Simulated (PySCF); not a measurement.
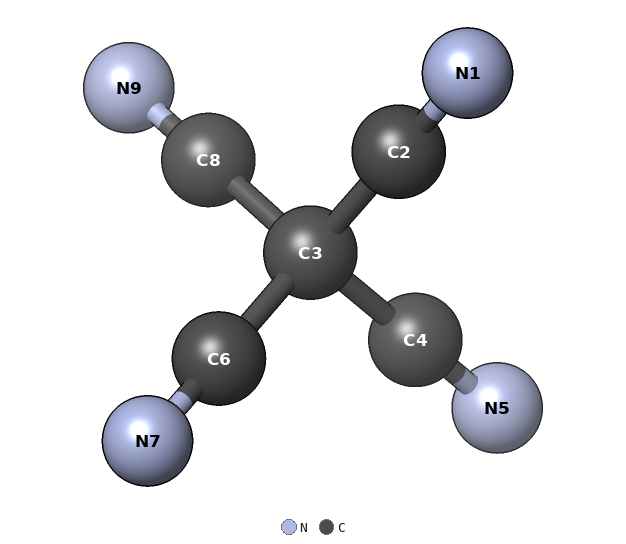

The computed structure is the end point of a PBE0-D3(BJ)/def2-SVP optimisation. No frequency run is at hand to confirm it as a minimum. Level of theory: B3LYP/pcJ-1 indirect spin-spin coupling, non-relativistic, gas phase (PySCF 2.14.0). Isotopes: 13C, 15N.

Give the spin–spin coupling constants of these pairs, with the number of bonds between them: N1/C2, C2/C3, C4/N5, C6/N7, C2/C4, C3/N9, C4/C8, N1/C6, C2/N5, C2/N9, C4/N7, N5/C6, C6/N9, N7/C8.

```csv
pair,bonds apart,J (Hz)
"N1, C2",1,−13.9
"C2, C3",1,78.8
"C4, N5",1,−13.9
"C6, N7",1,−14.0
"C2, C4",2,−8.3
"C3, N9",2,4.0
"C4, C8",2,−8.3
"N1, C6",3,−0.9
"C2, N5",3,−0.9
"C2, N9",3,−0.9
"C4, N7",3,−0.9
"N5, C6",3,−0.9
"C6, N9",3,−0.9
"N7, C8",3,−0.9
```
